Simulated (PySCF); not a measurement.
# HF/ANO-RCC-VDZP (sfX2C) run of InH2BrO2 (SMILES [OH][In]([OH])[Br])

What is the vertical ionisation energy of InH2BrO2 at HF/ANO-RCC-VDZP (sfX2C)? The job is set up through a Python script.

The results are computed with PySCF 2.14.0.

### Step 1. The structure to begin with

InH2BrO2 has 6 atoms, charge 0, and is taken as a singlet. SMILES: `[OH][In]([OH])[Br]`. The coordinates come from a PBE0-D4/def2-TZVP relaxation. This is one conformer, not always the lowest.

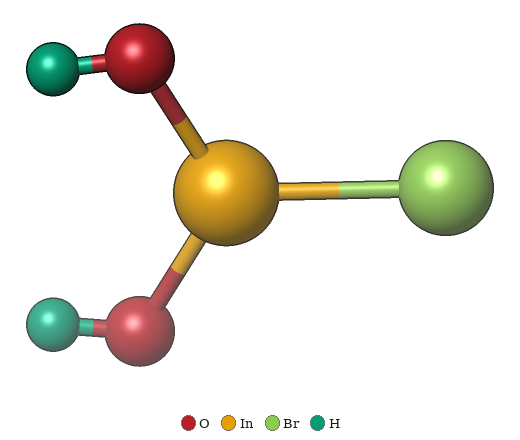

The structure, seen from a chosen angle (oxygen red, indium amber, bromine green, hydrogen teal).

### Step 2. A single-point energy at HF/ANO-RCC-VDZP (sfX2C)

Contents of calc.py:

```python
from pyscf import gto, scf

mol = gto.M(
    atom='''
O     -1.068600     1.306100    -0.506800
In    -0.267700    -0.465000    -0.164100
O      1.485600    -0.660700     0.721100
Br    -1.472500    -2.458000    -0.850400
H     -0.513800     2.030700    -0.206100
H      1.879000     0.182700     0.960000
''',
    charge=0,
    spin=0,
    verbose=3,
    basis='ano-rcc-vdzp',
    max_memory=1860,
)

calc0 = scf.RHF(mol)
calc0 = calc0.sfx2c1e()
calc0.conv_tol = 1e-10
calc0.kernel()
if not calc0.converged:
    calc0 = calc0.newton().run(calc0.mo_coeff, calc0.mo_occ)

e_final = calc0.e_tot
print(f'total energy: {e_final:.8f} hartree')
```

Run with:

```bash
OMP_NUM_THREADS=1 python calc.py
```

Log:

```text
converged SCF energy = -8633.77991347796
total energy: -8633.77991348 hartree
```

Run time: 43 s. Hardware: 1 thread of Arm Neoverse V1, shared host; peak memory 0.32 GiB.

### Step 3. The doublet cation

Contents of input.py:

```python
from pyscf import gto, scf

mol = gto.M(
    atom='''
O   -1.068600   1.306100  -0.506800
In  -0.267700  -0.465000  -0.164100
O    1.485600  -0.660700   0.721100
Br  -1.472500  -2.458000  -0.850400
H   -0.513800   2.030700  -0.206100
H    1.879000   0.182700   0.960000
''',
    spin=1,
    charge=1,
    verbose=3,
    basis='ano-rcc-vdzp',
    max_memory=1860,
)

myscf = scf.UHF(mol)
myscf = myscf.x2c()
myscf.conv_tol = 1e-10
myscf.kernel()
if not myscf.converged:
    myscf = myscf.newton().run(myscf.mo_coeff, myscf.mo_occ)

etot = myscf.e_tot
print('E(%s) = %.9f' % ('HF', etot))
```

Run with:

```bash
OMP_NUM_THREADS=1 python input.py
```

Log:

```text
converged SCF energy = -8633.40481830358  <S^2> = 0.75729825  2S+1 = 2.007285
E(HF) = -8633.404818304
```

Run time: 46 s. Hardware: 1 thread of Arm Neoverse V1, shared host; peak memory 0.32 GiB.

### Step 4. Summary of results

At HF/ANO-RCC-VDZP (sfX2C):

| quantity | value |
| --- | --- |
| singlet InH2BrO2: total energy | -8633.77991 Eh |
| singlet InH2BrO2: dipole moment | 2.82 D |
| singlet InH2BrO2: HOMO energy | -11.65 eV |
| singlet InH2BrO2: LUMO energy | 0.77 eV |
| singlet InH2BrO2: HOMO–LUMO gap | 12.43 eV |
| doublet cation: total energy | -8633.40482 Eh |
| doublet cation: HOMO energy (highest over α and β) | -17.49 eV |
| doublet cation: LUMO energy (lowest over α and β) | -8.93 eV |
| doublet cation: ⟨S²⟩ | 0.757 |
| vertical ionisation energy (to the doublet cation) | 10.207 eV |

In words: Removing an electron at fixed nuclei costs 10.21 eV (235 kcal/mol). −ε(HOMO) before ionisation, 11.65 eV, is 1.45 eV above this ionisation energy. Mulliken charges (singlet InH2BrO2) run from -0.76 on O1 to +1.78 on In2. Mulliken charges (doublet cation) run from -0.71 on O1 to +1.86 on In2.
